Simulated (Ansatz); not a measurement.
# Profile along the Li–Li line in Li (fcc, Cu type)

Li (fcc, Cu type)

```cif
data_Li
_chemical_formula_sum 'Li1'
_space_group_name_H-M_alt 'P 1'
_space_group_IT_number 1
_cell_length_a 3.09411
_cell_length_b 3.09411
_cell_length_c 3.09411
_cell_angle_alpha 60.000
_cell_angle_beta 60.000
_cell_angle_gamma 60.000
loop_
_space_group_symop_operation_xyz
  'x, y, z'
loop_
_atom_site_label
_atom_site_type_symbol
_atom_site_fract_x
_atom_site_fract_y
_atom_site_fract_z
_atom_site_occupancy
Li1 Li 0.00000 0.00000 0.00000 1
```

Fields along a shortest Li–Li line of a {100} plane (3.09 Å), from Li to Li, interpolated on the slice's grid (step about 0.1 Å). These are r2SCAN (plane waves to 500 eV, PAW, scalar-relativistic; Ansatz, a first-principles code) values and carry that method's errors. k mesh 18×18×18. Near the nuclei the fields are pseudised (PAW); where an atom keeps semicore shells as valence, they peak there. Li was relaxed with its symmetry unable to fall. This is one of several known forms of Li; the measured ambient cells at hand have space group No. 229.

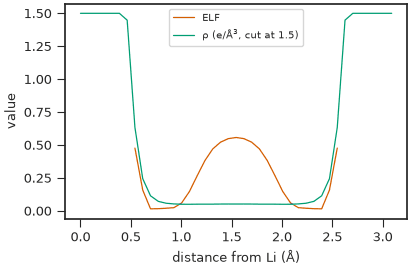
Figure: ELF (away from the nuclei) and valence density from Li to Li.

Density on the Li–Li line (3.09 Å) at its midpoint: 0.05 e/Å³. ELF at that point: 0.56. ELF maximum in the middle third of the Li–Li line: 0.56, 1.5 Å from Li.
